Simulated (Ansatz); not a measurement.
Ge (diamond structure), cut as [110] fin, 0.29 nm along [001] by 1.63 nm along [1-10]

Calculation: PBE (plane waves to 420 eV, PAW; Ansatz, a first-principles code).

k-points: Γ-centred 1×1×7 mesh; occupations: Fermi-Dirac, 0.020 eV; spin polarisation not allowed. Scalar-relativistic, no spin-orbit coupling.

 The relaxation kept the symmetry of its start, so a lower minimum of less symmetry isn't excluded. The period along the axis is held at the bulk value.

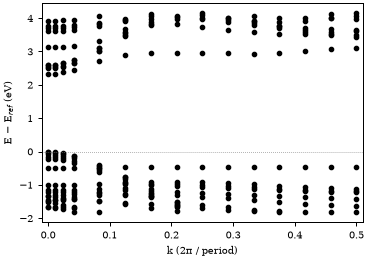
Levels along the axis at 15 k-points, drawn as points, zero at the top of the valence band

Electronic character: not metallic; Kohn-Sham band gap: 2.33 eV. Only levels within the plotted window are shown.
